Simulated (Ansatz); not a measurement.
**Run report: C$_{2}$H$_{5}$FIn, geometry relaxation (part 2 of 2)**

The same run, continued: C$_{2}$H$_{5}$FIn, multiplicity 2; UKS PBE-D4/def2-SVP (Ansatz 0.2.0). The geometry: force-field start.

Geometry of the input (Å):
```
C  0.3839  0.9559  0.0261
C  -0.6068  -0.1571  -0.2826
In 0.3552  -2.1369  0.5128
F  0.5237  -2.3721  0.5920
H  -0.1029  1.9436  -0.3731
H  1.3091  0.8427  -0.4902
H  0.5276  1.0763  1.1132
H  -1.5387  0.0247  0.2192
H  -0.7626  -0.2234  -1.3345
```

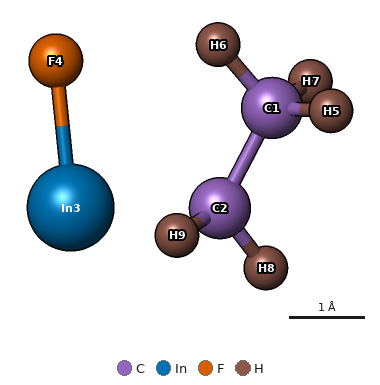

Figure 1. The geometry at step 15 of the log (ball-and-stick view, seen at a tilt; atoms are numbered from 1 in the order of the input).

**Trajectory as extended XYZ, continued**
```
9
Properties=species:S:1:pos:R:3:forces:R:3 step=6 energy=-10014.66574
C     0.3225    1.0370    0.0144    0.4149  -0.6855  -0.1711
C    -0.7286   -0.0304   -0.3303    1.0935  -0.6442   0.2629
In    0.1648   -2.2935    0.1898  -77.2017  33.8228 -78.0011
F     1.0115   -2.6617    1.0481   76.8306 -33.2321  77.9245
H     0.0190    2.0166   -0.3922    0.0265   0.4165  -0.0833
H     1.3396    0.7999   -0.4314   -0.6120   0.2006   0.2456
H     0.4772    1.1681    1.1134   -0.0851  -0.0411  -0.2147
H    -1.6873    0.1374    0.1914   -0.1796  -0.1564  -0.1642
H    -0.8302   -0.2197   -1.4203   -0.2871   0.3194   0.2013
9
Properties=species:S:1:pos:R:3:forces:R:3 step=7 energy=-10030.49933
C     0.3106    1.0668    0.0065    1.1965  -1.6390   0.0337
C    -0.7574    0.0138   -0.3475    0.8176  -0.0013  -0.2064
In    0.1723   -2.3751    0.0757  -22.7664   9.8255 -29.3677
F     1.0503   -2.7474    1.2194   22.4706  -9.3486  29.3424
H     0.0604    2.0440   -0.3963   -0.2299   0.8405  -0.3552
H     1.3546    0.7944   -0.4217   -1.2138   0.3347   0.3952
H     0.4712    1.1948    1.1092   -0.1999  -0.0912  -0.3293
H    -1.7220    0.1688    0.1878    0.1219  -0.2906  -0.2546
H    -0.8515   -0.2064   -1.4502   -0.1965   0.3699   0.7418
9
Properties=species:S:1:pos:R:3:forces:R:3 step=8 energy=-10030.21775 accepted=F
C     0.3300    1.0039   -0.0110   -7.7365   4.4141   1.8641
C    -0.6996    0.0158   -0.3723    0.3077  -0.1514   3.9909
In    0.1491   -2.3738    0.0744  -21.0027   8.1919 -26.7456
F     1.0512   -2.7202    1.2323   20.7345  -7.7819  26.6730
H     0.0557    2.1222   -0.4517    0.5363  -2.0988   0.9451
H     1.1710    0.7843   -0.3569    8.3857  -1.9647  -3.7343
H     0.4784    1.1072    1.0493   -0.1155   0.3157   1.2051
H    -1.6383    0.1462    0.1799   -0.3820  -0.2821   0.0038
H    -0.8089   -0.1320   -1.3610   -0.7275  -0.6428  -4.2021
9
Properties=species:S:1:pos:R:3:forces:R:3 step=9 energy=-10031.51793
C     0.3215    1.0259    0.0039   -1.2537   1.0567  -0.0208
C    -0.7298    0.0106   -0.3711    0.5410  -0.0963   1.2201
In    0.0929   -2.3867    0.1083  -22.4335   6.5110 -24.1424
F     1.1025   -2.6700    1.2036   22.1669  -6.0505  24.0785
H     0.0638    2.0742   -0.4070    0.2095  -0.8998   0.4110
H     1.2823    0.7792   -0.3881    1.4039  -0.2768  -0.7282
H     0.4698    1.1303    1.0897   -0.1567   0.0842   0.3111
H    -1.6826    0.1483    0.1719   -0.1339  -0.2537  -0.1505
H    -0.8319   -0.1582   -1.4282   -0.3434  -0.0747  -0.9791
9
Properties=species:S:1:pos:R:3:forces:R:3 step=10 energy=-10032.65584
C     0.3289    1.0024    0.0050   -2.8296   2.2378   0.2886
C    -0.7109    0.0037   -0.3825    0.3324  -0.1298   1.9592
In    0.0054   -2.4096    0.1452  -20.0089   3.5940 -17.6655
F     1.1628   -2.5998    1.1734   19.8017  -3.1246  17.5904
H     0.0672    2.0872   -0.4082    0.3468  -1.5458   0.6518
H     1.2537    0.7716   -0.3699    3.1464  -0.6715  -1.4405
H     0.4638    1.0978    1.0834   -0.1149   0.1490   0.6348
H    -1.6621    0.1330    0.1563   -0.2612  -0.2234  -0.0654
H    -0.8202   -0.1327   -1.4198   -0.4126  -0.2858  -1.9534
9
Properties=species:S:1:pos:R:3:forces:R:3 step=11 energy=-10034.26859
C     0.3347    0.9840    0.0109   -3.3397   2.5781   0.4466
C    -0.6946   -0.0071   -0.3956    0.0949  -0.0645   2.1089
In   -0.1202   -2.4420    0.2140  -14.9262   1.0313  -9.8410
F     1.2467   -2.4972    1.1128   14.8400  -0.5479   9.7507
H     0.0747    2.0882   -0.3970    0.3661  -1.8187   0.7197
H     1.2513    0.7615   -0.3545    3.7698  -0.7894  -1.6482
H     0.4521    1.0647    1.0890   -0.0805   0.1777   0.7455
H    -1.6498    0.1120    0.1333   -0.3274  -0.1740  -0.0086
H    -0.8065   -0.1104   -1.4300   -0.3969  -0.3926  -2.2735
9
Properties=species:S:1:pos:R:3:forces:R:3 step=12 energy=-10035.81287
C     0.3401    0.9737    0.0263   -1.8275   1.6495   0.1026
C    -0.6884   -0.0207   -0.4060   -0.0768   0.1745   1.2673
In   -0.2653   -2.4586    0.3341   -9.2362  -0.0091  -3.9508
F     1.3380   -2.3747    0.9918    9.3136   0.4537   3.8384
H     0.0870    2.0601   -0.3676    0.2449  -1.4901   0.5425
H     1.2971    0.7511   -0.3430    2.0583  -0.4338  -0.8654
H     0.4297    1.0476    1.1153   -0.0378   0.1070   0.4601
H    -1.6614    0.0891    0.0965   -0.2331  -0.0756  -0.0064
H    -0.7883   -0.1138   -1.4645   -0.2054  -0.3761  -1.3883
9
Properties=species:S:1:pos:R:3:forces:R:3 step=13 energy=-10036.55732
C     0.3440    0.9600    0.0474   -0.1718   0.3989  -0.1674
C    -0.7000   -0.0312   -0.4101   -0.0171   0.3365   0.3069
In   -0.3619   -2.4250    0.4566   -5.6787  -0.1087  -1.4569
F     1.4007   -2.2627    0.8436    5.8632   0.4553   1.3346
H     0.0998    2.0131   -0.3322    0.0906  -0.7576   0.2240
H     1.3602    0.7293   -0.3261    0.0294  -0.0800  -0.0402
H     0.4059    1.0397    1.1498   -0.0048  -0.0151   0.0637
H    -1.6958    0.0871    0.0547   -0.0605   0.0238  -0.0632
H    -0.7646   -0.1567   -1.5007   -0.0503  -0.2531  -0.2015
9
Properties=species:S:1:pos:R:3:forces:R:3 step=14 energy=-10036.88823
C     0.3216    1.0122    0.0488    1.4572  -1.2285  -0.0745
C    -0.7420    0.0053   -0.3837    0.0859   0.7294  -0.6904
In   -0.3743   -2.6074    0.3831   -1.1089   0.3307  -0.4100
F     1.4957   -2.3014    0.8804    1.1934   0.1534   0.3273
H     0.1452    2.0251   -0.3726   -0.2007   0.0493  -0.1600
H     1.4044    0.7139   -0.3020   -1.6556   0.3263   0.4866
H     0.3788    1.1438    1.1596   -0.0908  -0.1288  -0.3305
H    -1.7505    0.1504    0.0748    0.3011  -0.2090  -0.1404
H    -0.7903   -0.1882   -1.5055    0.0185  -0.0227   0.9919
9
Properties=species:S:1:pos:R:3:forces:R:3 step=15 energy=-10037.00429
C     0.3221    0.9774    0.0580    1.1329  -0.7655  -0.1464
C    -0.7490   -0.0030   -0.3951    0.0731   0.5418  -0.4230
In   -0.3808   -2.5104    0.4166   -0.8091   0.3483  -0.3084
F     1.5293   -2.2448    0.8345    0.9043   0.0868   0.2129
H     0.1587    2.0031   -0.3611   -0.1433  -0.1632  -0.0435
H     1.3877    0.6726   -0.2791   -1.2905   0.2385   0.3668
H     0.3645    1.0996    1.1671   -0.0734  -0.0963  -0.2331
H    -1.7591    0.1519    0.0500    0.2205  -0.1455  -0.1381
H    -0.7849   -0.1928   -1.5080   -0.0143  -0.0448   0.7129
9
Properties=species:S:1:pos:R:3:forces:R:3 step=16 energy=-10037.12755
C     0.3150    0.9329    0.0600    0.0275   0.7056  -0.2805
C    -0.7724   -0.0001   -0.3953    0.0062   0.1072   0.4235
In   -0.3108   -2.3674    0.3035   -0.5883   0.2525  -0.2047
F     1.5773   -2.2363    0.9077    0.5817   0.0603   0.1740
H     0.1878    1.9881   -0.3830   -0.0141  -0.8781   0.3284
H     1.3203    0.5978   -0.2455    0.1700  -0.0934  -0.1100
H     0.3516    1.0581    1.1576   -0.0972   0.0115   0.1114
H    -1.7711    0.1785    0.0517    0.0270  -0.1136  -0.1367
H    -0.8092   -0.1980   -1.4738   -0.1128  -0.0522  -0.3054
9
Properties=species:S:1:pos:R:3:forces:R:3 step=17 energy=-10037.14099
C     0.3134    0.9253    0.0626    0.0659   0.6790  -0.2815
C    -0.7765   -0.0035   -0.3969    0.0144   0.0772   0.4020
In   -0.3118   -2.3466    0.3248   -0.5156   0.2332  -0.1749
F     1.5945   -2.2140    0.8835    0.5060   0.0560   0.1369
H     0.1897    1.9788   -0.3799   -0.0144  -0.8299   0.3121
H     1.3204    0.5867   -0.2403    0.1111  -0.0813  -0.0861
H     0.3456    1.0506    1.1608   -0.0910   0.0085   0.0956
H    -1.7770    0.1787    0.0449    0.0320  -0.0992  -0.1391
H    -0.8097   -0.2025   -1.4766   -0.1085  -0.0436  -0.2650
9
Properties=species:S:1:pos:R:3:forces:R:3 step=18 energy=-10037.19234
C     0.3090    0.8928    0.0773    0.1522   0.3631  -0.1129
C    -0.7825   -0.0360   -0.3878   -0.0563  -0.0083   0.1396
In   -0.3321   -2.2121    0.4233    0.2764  -0.0248   0.0524
F     1.6751   -2.1110    0.7382   -0.2290  -0.0043  -0.0387
H     0.1796    1.9182   -0.3727   -0.0028  -0.2986   0.1145
H     1.3233    0.5445   -0.2090   -0.0750  -0.0454   0.0156
H     0.3122    1.0342    1.1771   -0.0262  -0.0163   0.0054
H    -1.7963    0.1684    0.0099    0.0289   0.0151  -0.1112
H    -0.7997   -0.2454   -1.4735   -0.0681   0.0194  -0.0648
9
Properties=species:S:1:pos:R:3:forces:R:3 step=19 energy=-10037.19848
C     0.3079    0.8777    0.0831    0.1530   0.0932  -0.0235
C    -0.8013   -0.0299   -0.3889    0.0181  -0.0420   0.0067
In   -0.3029   -2.2024    0.4453    0.0477   0.0090  -0.0026
F     1.7006   -2.0792    0.7171   -0.0876   0.0128  -0.0224
H     0.2005    1.8918   -0.3709   -0.0069  -0.0049  -0.0031
H     1.3168    0.5008   -0.1923   -0.1178  -0.0080   0.0453
H     0.2992    1.0243    1.1829   -0.0063  -0.0187  -0.0175
H    -1.8161    0.2064   -0.0147    0.0187  -0.0424  -0.0194
H    -0.8161   -0.2359   -1.4788   -0.0188   0.0009   0.0365
9
Properties=species:S:1:pos:R:3:forces:R:3 step=20 energy=-10037.20032
C     0.3134    0.8766    0.0872    0.0800  -0.0247   0.0196
C    -0.7952   -0.0351   -0.3830   -0.0042   0.0142  -0.0172
In   -0.3179   -2.2111    0.4442    0.0333   0.0249  -0.0086
F     1.6825   -2.0340    0.6863   -0.0147  -0.0173   0.0003
H     0.2150    1.8832   -0.3803   -0.0177   0.0409  -0.0310
H     1.3195    0.4862   -0.1713   -0.0659  -0.0125   0.0271
H     0.2936    1.0347    1.1852   -0.0060  -0.0124  -0.0171
H    -1.8117    0.1972   -0.0131   -0.0023  -0.0119  -0.0029
H    -0.8108   -0.2440   -1.4723   -0.0026  -0.0012   0.0300
9
Properties=species:S:1:pos:R:3:forces:R:3 step=21 energy=-10037.20117
C     0.3102    0.8879    0.0895    0.0127  -0.0856   0.0310
C    -0.7943   -0.0300   -0.3783   -0.0415  -0.0131  -0.0167
In   -0.3097   -2.2076    0.4449    0.0036   0.0205  -0.0037
F     1.6950   -2.0677    0.6662   -0.0026   0.0034  -0.0046
H     0.2225    1.8854   -0.3997    0.0196   0.0190  -0.0157
H     1.3118    0.4749   -0.1448    0.0069   0.0390   0.0017
H     0.2742    1.0608    1.1844   -0.0034   0.0149  -0.0087
H    -1.8138    0.1961   -0.0134   -0.0020  -0.0030   0.0050
H    -0.8074   -0.2462   -1.4658    0.0067   0.0049   0.0116
9
Properties=species:S:1:pos:R:3:forces:R:3 step=22 energy=-10037.20169
C     0.3102    0.8835    0.0925   -0.0075  -0.0350   0.0140
C    -0.7974   -0.0309   -0.3766   -0.0209  -0.0073  -0.0078
In   -0.3083   -2.2017    0.4473    0.0054   0.0002   0.0045
F     1.6984   -2.0559    0.6494   -0.0037   0.0002  -0.0040
H     0.2322    1.8779   -0.4058    0.0151   0.0080  -0.0066
H     1.3119    0.4657   -0.1310    0.0061   0.0168   0.0000
H     0.2665    1.0668    1.1854   -0.0036   0.0095  -0.0064
H    -1.8175    0.1988   -0.0152    0.0041  -0.0014   0.0051
H    -0.8074   -0.2504   -1.4632    0.0048   0.0091   0.0012
9
Properties=species:S:1:pos:R:3:forces:R:3 step=23 energy=-10037.20207
C     0.3089    0.8806    0.0972   -0.0205   0.0130   0.0043
C    -0.8007   -0.0317   -0.3734    0.0004   0.0065  -0.0051
In   -0.3052   -2.1970    0.4539    0.0057  -0.0105   0.0059
F     1.7054   -2.0500    0.6189   -0.0047  -0.0018  -0.0026
H     0.2490    1.8672   -0.4210    0.0109  -0.0153   0.0093
H     1.3111    0.4515   -0.1029   -0.0031   0.0040  -0.0010
H     0.2484    1.0850    1.1858    0.0000   0.0023  -0.0139
H    -1.8215    0.2002   -0.0160    0.0068   0.0012   0.0073
H    -0.8069   -0.2521   -1.4597    0.0046   0.0007  -0.0041
```

**Key numbers**

| quantity | value |
| --- | --- |
| outcome | converged |
| total energy | −10037.2021 eV |
| mean-field energy | −10037.0363 eV |
| dispersion energy | −0.1658 eV |
| ⟨S²⟩ | 0.755 |
| SCF solution under orbital rotations | stable |
| largest force (length of the vector) at the end | 0.025 eV/Å |
| dipole moment | 3.01 D |
| hardware | 4 threads of Intel Xeon @ 2.80GHz, 23 GiB of memory available, shared host |
| wall time | 50 s (CPU time 2.9 min) |
| peak memory | 0.25 GiB |
